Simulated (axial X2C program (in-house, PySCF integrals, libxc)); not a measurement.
**TaTe⁻: properties at the nuclei**

Aim: properties at the nuclei of TaTe⁻, with spin–orbit coupling in the Hamiltonian from the start.

Computed with an in-house X2C program for linear molecules on PySCF integrals. Level: two-component X2C with atomic mean-field terms, Ta dyall-acv3z, Te dyall-acv3z.

All values are calculated.

## 1. Input

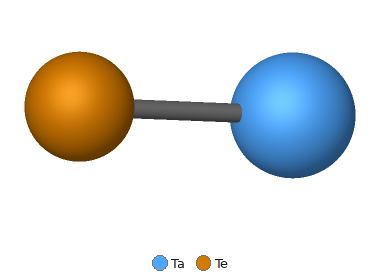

The two atoms at 2.540 Å (tantalum blue, tellurium orange).

task.json reads:

```json
{
 "zs": [
  73,
  52
 ],
 "q": -1,
 "bas": [
  "dyall-acv3z",
  "dyall-acv3z"
 ],
 "r0": 2.54,
 "levels": [
  "PBE0",
  "HF",
  "PBE50",
  "TPSSh",
  "BHandHLYP"
 ],
 "nst": 2
}
```

Keys: zs atomic numbers; q charge; bas basis sets; r0 starting distance in Å; levels methods (HF also brings MP2); nst determinants followed.

Started as:

```sh
$ python soeom.py task.json out
```

Nuclei are Gaussian, cores are contracted, and the Gaunt term is on.

## 2. Expectation values, lowest determinant

R = 2.554 Å. State: Ω = 1 (excess of +ω over −ω: ω = -3/2, ω = 5/2).

Output of the PBE0 run:

```text
two-component X2C + atomic mean field  PBE0
basis functions 334  fitting functions 1656  grid points 5802
iter        total energy     max residual
   1     -22392.438907366     3.83e+01
   2     -22393.946247516     3.11e+00
   3     -22394.162437606     3.00e+00
   4     -22394.202229738     2.59e+00
   5     -22394.209491347     1.02e+00
   6     -22394.223801776     1.31e-01
   7     -22394.223823712     3.35e-01
   8     -22394.224822803     4.49e-02
   9     -22394.224846681     2.64e-02
  10     -22394.224857555     6.91e-03
  11     -22394.224860964     3.97e-03
  12     -22394.224862260     3.16e-03
  13     -22394.224862928     1.05e-03
  14     -22394.224863232     1.62e-03
  15     -22394.224863315     8.40e-04
  16     -22394.224863348     2.66e-04
  17     -22394.224863364     2.71e-04
  18     -22394.224863372     3.13e-04
  19     -22394.224863376     1.29e-04
  20     -22394.224863380     6.46e-05
  21     -22394.224863381     1.27e-04
  22     -22394.224863381     3.33e-05
  23     -22394.224863381     1.02e-05
  24     -22394.224863382     7.09e-06
converged
one-electron -32308.25120706  Coulomb 9642.85448034  exact exchange -122.56747040  xc functional -375.38291792  nuclear repulsion 786.51397520  atomic mean-field constant -17.39172353
```

The highest occupied spinor is 45% Ta s, 33% Ta p, 11% Te p.

| level | Eeff magnitude (GV/cm) | Ws magnitude Ta (kHz) | A∥/gI Ta (MHz) | qzz Ta (a.u.) | A∥/gI Te (MHz) | qzz Te (a.u.) |
| --- | --- | --- | --- | --- | --- | --- |
| PBE0 | 29.9 | 27.9 | 444 | -0.47 | -9.78 | -1.25 |
| HF | 51.9 | 50.4 | 678 | -1.51 | -64.9 | -1.49 |
| PBE50 | 40.5 | 38.9 | 510 | -1.11 | -19.9 | -1.21 |
| TPSSh | 27.1 | 24.9 | 505 | -0.50 | -8.15 | -1.27 |
| BHandHLYP | 41.8 | 40.7 | 187 | -0.66 | -58 | -0.91 |

Eeff is the effective electric field on the electron dipole moment in this Ω state and Ws the scalar–pseudoscalar constant (defined with the proton number Z and per Ω); A∥ is the parallel hyperfine constant, which follows by multiplying with the nuclear g factor gI = μI/(I μN); qzz is the electric field gradient, eQq0 = 234.96 MHz × Q/barn × qzz. The operators were transformed with the bare-nucleus X2C matrices.

## 3. Expectation values, a higher determinant

R = 2.554 Å. State: Ω = 2 (excess of +ω over −ω: ω = 1/2, ω = 3/2), 0.06 eV above the lowest in the PBE0 search for states (made at or near this distance, with looser thresholds).

Output of the PBE0 run:

```text
two-component X2C + atomic mean field  PBE0
basis functions 334  fitting functions 1656  grid points 5802
iter        total energy     max residual
   1     -22392.393946237     3.89e+01
   2     -22393.945228494     1.69e+00
   3     -22394.161906365     2.89e+00
   4     -22394.201246475     2.46e+00
   5     -22394.208609696     8.81e-01
   6     -22394.221643997     1.27e-01
   7     -22394.221721772     3.17e-01
   8     -22394.222661325     3.76e-02
   9     -22394.222662173     1.85e-02
  10     -22394.222686257     4.80e-03
  11     -22394.222688232     4.24e-03
  12     -22394.222689622     8.34e-04
  13     -22394.222690267     2.89e-03
  14     -22394.222690689     1.62e-03
  15     -22394.222690995     3.58e-04
  16     -22394.222691132     9.29e-04
  17     -22394.222691190     7.14e-04
  18     -22394.222691208     2.50e-04
  19     -22394.222691211     9.29e-05
  20     -22394.222691212     7.98e-05
  21     -22394.222691212     1.38e-05
  22     -22394.222691212     2.05e-05
  23     -22394.222691212     1.12e-05
  24     -22394.222691212     3.41e-06
converged
one-electron -32307.76557141  Coulomb 9642.32772198  exact exchange -122.55604741  xc functional -375.35104604  nuclear repulsion 786.51397520  atomic mean-field constant -17.39172353
```

The highest occupied spinor is 36% Ta d, 26% Ta p, 22% Te p.

| level | Eeff magnitude (GV/cm) | Ws magnitude Ta (kHz) | A∥/gI Ta (MHz) | qzz Ta (a.u.) | A∥/gI Te (MHz) | qzz Te (a.u.) |
| --- | --- | --- | --- | --- | --- | --- |
| PBE0 | 11.5 | 4.74 | 738 | -3.93 | 100 | -0.93 |
| HF | 34.2 | 14.5 | 316 | -5.36 | 96.3 | -1.22 |
| PBE50 | 22.1 | 9.67 | 714 | -4.55 | 94.4 | -0.99 |
| TPSSh | 5.95 | 2.14 | 744 | -3.69 | 106 | -0.87 |
| BHandHLYP | 18.2 | 8.33 | 808 | -4.46 | 77.4 | -0.94 |

## 4. What came out

| quantity | value |
| --- | --- |
| lowest determinant | Ω = 1 (excess of +ω over −ω: ω = -3/2, ω = 5/2) |
| Eeff magnitude (GV/cm), PBE0 | 29.9 |
| Ws magnitude Ta (kHz), PBE0 | 27.9 |
| A∥/gI Ta (MHz), PBE0 | 444 |
| qzz Ta (a.u.), PBE0 | -0.47 |
| higher determinant | Ω = 2 (excess of +ω over −ω: ω = 1/2, ω = 3/2) |
| Eeff magnitude (GV/cm), PBE0, higher determinant | 11.5 |
| Ws magnitude Ta (kHz), PBE0, higher determinant | 4.74 |
| A∥/gI Ta (MHz), PBE0, higher determinant | 738 |
| qzz Ta (a.u.), PBE0, higher determinant | -3.93 |

What this shows: In the first state, the effective field runs from 27.1 to 51.9 GV/cm over the mean-field levels. The expectation values come from single determinants, which for open shells can mix terms of unlike spin or miss the lowest Ω, so a determinant need not be a state. Eeff is the effective electric field on the electron dipole moment in this Ω state and Ws the scalar–pseudoscalar constant (defined with the proton number Z and per Ω); A∥ is the parallel hyperfine constant, which follows by multiplying with the nuclear g factor gI = μI/(I μN); qzz is the electric field gradient, eQq0 = 234.96 MHz × Q/barn × qzz. The operators were transformed with the bare-nucleus X2C matrices. A second determinant lies within 0.1 eV of the first, so their order is not settled at this level.
